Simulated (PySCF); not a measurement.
# C7H12N2: the cost of one run

Computed with PySCF 2.14.0 and routines of our own; the level stands in each step. Atoms count from 0.

### Step 1. The system as given

21 atoms, charge 0, multiplicity 1; geometry from: GFN2-xTB.

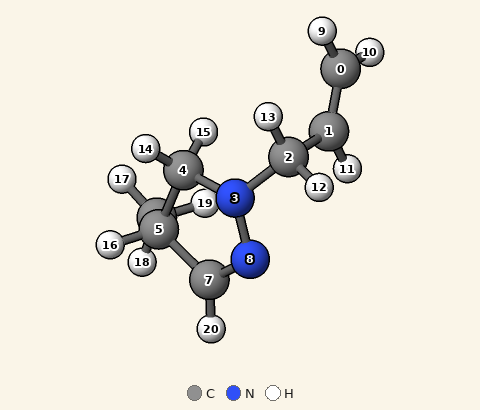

The starting geometry (carbon grey, nitrogen blue, hydrogen white).

### Step 2. Magnetic properties: GIAO KT3/pcSseg-1

The job: settings as JSON, then the geometry in Å.

```
{"job": {"kind": "mag", "xc": "KT3", "basis": "pcSseg-1", "isotopologues": 0}, "charge": 0, "multiplicity": 1}
C      3.049987     0.772618    -0.057936
C      2.118143     0.068633    -0.671309
C      1.583552    -1.247512    -0.180743
N      0.148917    -1.246721    -0.019929
C     -0.468655    -0.332806     0.949971
C     -1.868754    -0.075080     0.363984
C     -2.229326     1.402463     0.242909
C     -1.715047    -0.750851    -0.981433
N     -0.593228    -1.325255    -1.142532
H      3.513890     0.425358     0.851563
H      3.403855     1.714455    -0.442489
H      1.656185     0.427476    -1.582178
H      1.809671    -2.027911    -0.913600
H      2.035779    -1.513973     0.778840
H     -0.494738    -0.814436     1.929884
H      0.111778     0.595203     1.027219
H     -2.640180    -0.585466     0.951146
H     -2.272843     1.865694     1.226640
H     -3.199453     1.515912    -0.235872
H     -1.485204     1.925347    -0.355097
H     -2.473251    -0.776206    -1.739512
```

Level: GIAO KT3/pcSseg-1 magnetisability, rotational g tensor and spin-rotation constants, non-relativistic, gas phase.

On the command line:

```sh
OMP_NUM_THREADS=1 python excited_run.py task.json out
```

One launch serves the whole session: the jobs run in the order shown.

Q: Estimate the wall time and peak memory of this first job on 1 thread of Intel Xeon Platinum 8259CL at 2.50GHz, shared host.

About 1.9 min, with a peak of 0.81 GiB.
